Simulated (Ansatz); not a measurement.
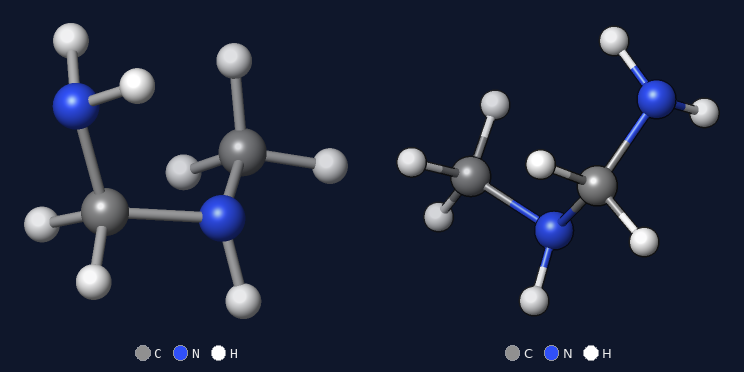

Both panels show the same species.

Computed geometry: PBE0-D4/def2-TZVP optimisation.

Give the formula.

Answer. C2H8N2, 12 atoms: 2 carbon, 8 hydrogen and 2 nitrogen.

What is its SMILES?

Answer. CNCN

Describe its rings.

Answer. It has no ring.

Name functional groups in it.

Answer. Among them: primary amine, secondary amine.

More results for the same structure follow; atom numbers are the same in all pictures, views and colours differ.

## Symmetry

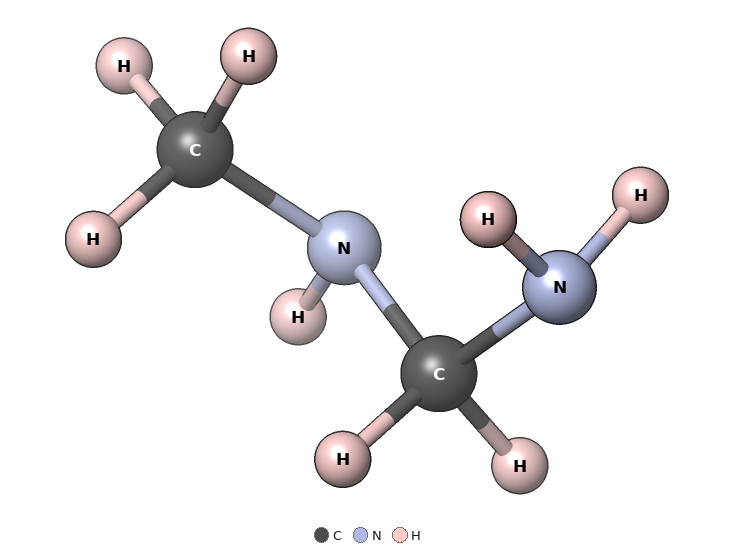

Distant atoms are faded towards the background colour.

List the symmetry elements and name the point group.

Answer. It has no symmetry element but the identity, so the point group is C1. The group has 1 operation. The geometry is chiral, and symmetry allows a dipole moment.

## Vibrations

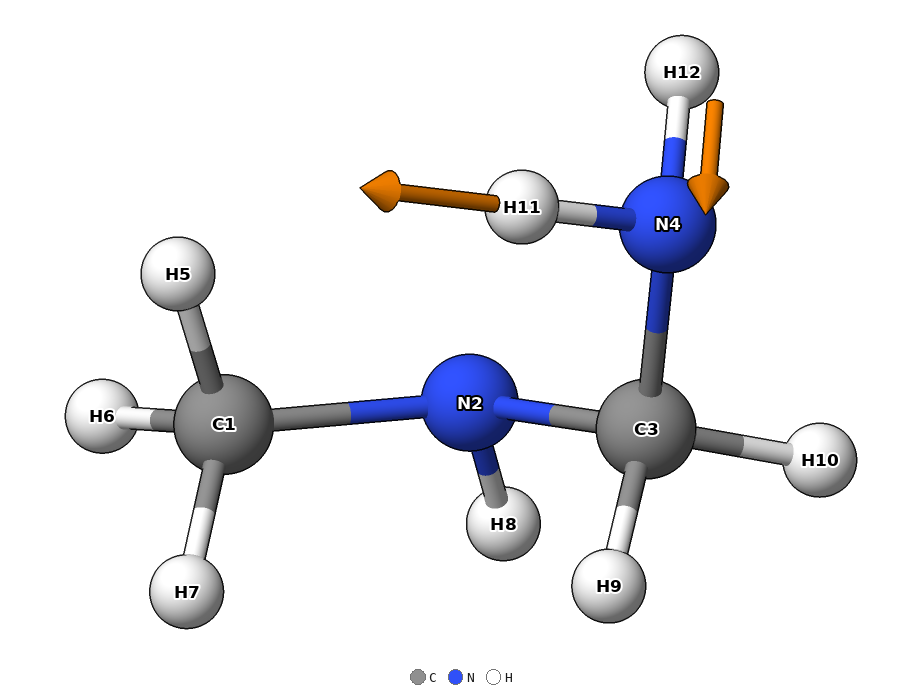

The arrows show one normal mode. Harmonic vibrations computed with RKS PBE0-D4/def2-TZVP (Ansatz 0.2.0) at a stationary point of the same level.

What kind of motion is it?

Answer. Mostly out-of-phase stretching of 2 N–H bonds.

Estimate its harmonic wavenumber.

Answer. 3615 cm⁻¹; it is mode 30 of 30 counted from the lowest.

## Electronic properties

Level of theory: RKS PBE0-D4/def2-QZVPP (Ansatz 0.2.0).

Estimate the LUMO energy (Kohn–Sham orbital).

Answer. 0.66 eV.

Estimate the dispersion correction.

Answer. −14.4 kJ/mol.

Give the HOMO energy (Kohn–Sham orbital) at this level.

Answer. −6.60 eV.

## Charges

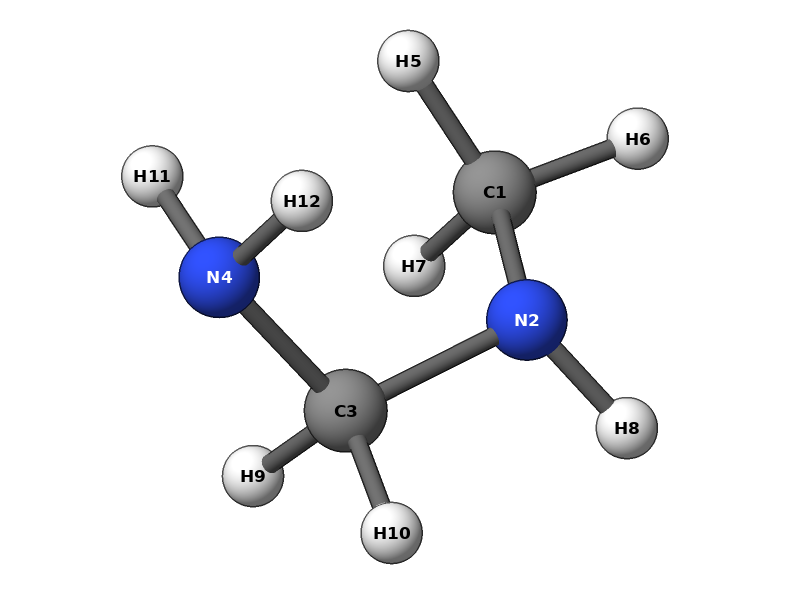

The questions are on Mulliken charges. Level of theory: RKS PBE0-D4/def2-TZVP (Ansatz 0.2.0).

Which atom carries the highest charge (most positive or least negative)?

Answer. H11 (0.22 e).

And the lowest?

Answer. N4 (−0.51 e).

List the Mulliken charges.

```
atom  value (e)
  C1      −0.31
  N2      −0.32
  C3      −0.05
  N4      −0.51
  H5       0.11
  H6       0.13
  H7       0.10
  H8       0.19
  H9       0.10
 H10       0.11
 H11       0.22
 H12       0.21
```

Mulliken values depend strongly on the basis set and can even reverse the polarity of a bond.
